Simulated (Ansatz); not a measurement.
```yaml
crystal:
  lattice:
    - [3.01133, 0.00000, 0.00000]
    - [0.00000, 3.45150, 0.00000]
    - [0.00000, 0.00000, 12.92013]
  atoms:
    - { symbol: B, position: [0.50000, 0.00000, 0.42720] }
    - { symbol: B, position: [0.00000, 0.50000, 0.92720] }
    - { symbol: B, position: [0.00000, 0.50000, 0.07280] }
    - { symbol: B, position: [0.50000, 0.00000, 0.57280] }
    - { symbol: B, position: [0.50000, 0.50000, 0.15473] }
    - { symbol: B, position: [0.00000, 0.00000, 0.65473] }
    - { symbol: B, position: [0.00000, 0.00000, 0.34527] }
    - { symbol: B, position: [0.50000, 0.50000, 0.84527] }
    - { symbol: Ru, position: [0.00000, 0.00000, 0.18134] }
    - { symbol: Ru, position: [0.50000, 0.50000, 0.68134] }
    - { symbol: Ru, position: [0.50000, 0.50000, 0.31866] }
    - { symbol: Ru, position: [0.00000, 0.00000, 0.81866] }
    - { symbol: Pd, position: [0.50000, 0.00000, 0.00000] }
    - { symbol: Pd, position: [0.00000, 0.50000, 0.50000] }
```

Space group Immm; a generated structure, not necessarily the stable one; computed without spin polarisation.

These are results of DFT PBE, scalar-relativistic, plane waves, PAW (Ansatz 0.2.0), not measurements.

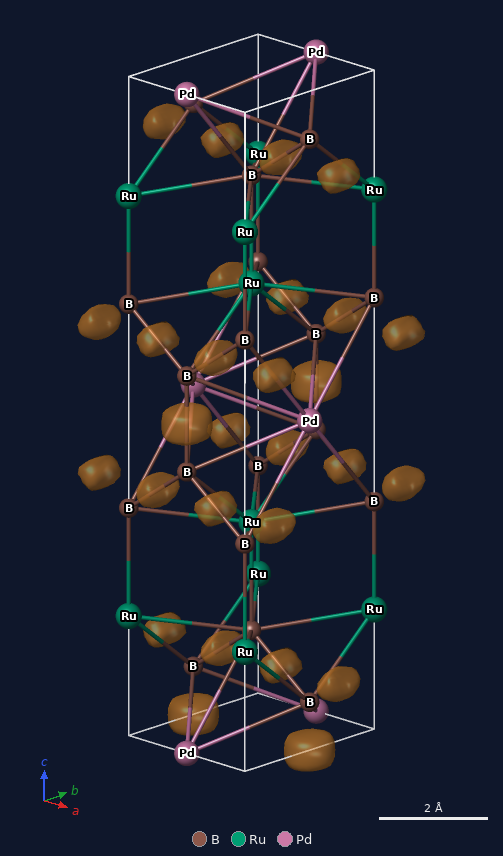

B4PdRu2. Isosurface of the ELF at 0.75 (orange), seen at an oblique angle. Only the valence region is drawn (cores and ρ < 0.01 e/Å³ removed). Sticks mark near contacts.

Core electrons are frozen (PAW), and the valence fields are smoothed inside the atomic spheres.

> Describe the localisation domains.

At this value the surface marks out ten regions between bonded B–B atoms, counted in one cell of 14 atoms. Any copies at cell faces, edges or corners count once. Along the contacts the grid gives the following. B–B (1.84 Å): the ELF peaks at about 0.85 between the atoms. B–Ru (2.12 Å): the ELF peaks at about 0.70 in the valence shell of B, 0.7 Å from its nucleus, and is about 0.40 at the midpoint.
